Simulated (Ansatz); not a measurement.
## Fields on a plane of NiSi2 (fluorite type, space group Fm-3m)

```yaml
crystal:
  lattice:
    - [0.00000, 2.69349, 2.69349]
    - [2.69349, 0.00000, 2.69349]
    - [2.69349, 2.69349, 0.00000]
  atoms:
    - { symbol: Ni, position: [0.00000, 0.00000, 0.00000] }
    - { symbol: Si, position: [0.25000, 0.25000, 0.25000] }
    - { symbol: Si, position: [0.75000, 0.75000, 0.75000] }
```

The slice is a {100} plane (indices of the conventional cell) through the point (0.250, 0.250, 0.250) (fractional), spanned by u = [100] and v = [0 1 -1] in vectors of this cell: u (3.81 Å) and v (3.81 Å, at 90° to u). It covers one period; positions are fractions (u, v).

Atoms on it: Si at (0.00, 0.00); Si at (0.50, 0.50).

Computed with r2SCAN (plane waves to 500 eV, PAW, scalar-relativistic; Ansatz, an electronic-structure program). k mesh 15×15×15. These are valence fields of a PAW run, semicore shells included where kept as valence: close to a nucleus they are smooth pseudo fields. NiSi2 is run without spin polarisation. NiSi2 was relaxed with its symmetry unable to fall.

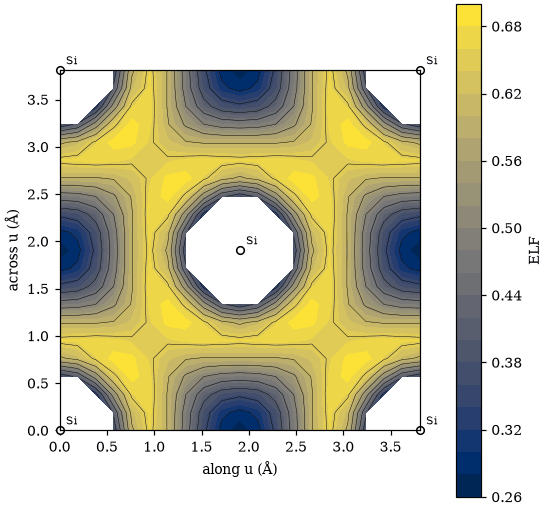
Figure. Electron localisation function (ELF), one period of the plane, atoms marked. Points within 0.5 Å of a nucleus are left white, as the pseudised field means little there.

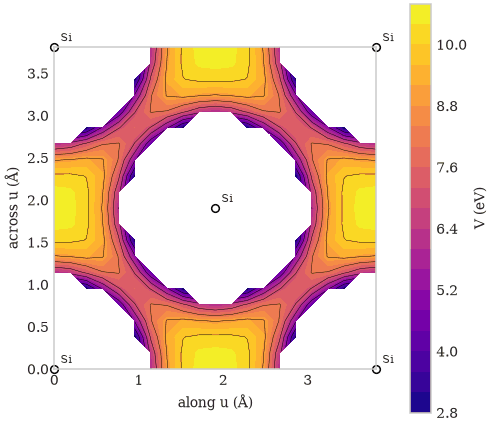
Electrostatic potential energy of an electron, from the cell's mean, in eV, one period of the plane, atoms marked. Points within 1 Å of a nucleus are left white, as the pseudised field means little there. The zero, the cell's mean, hangs on the PAW cores.
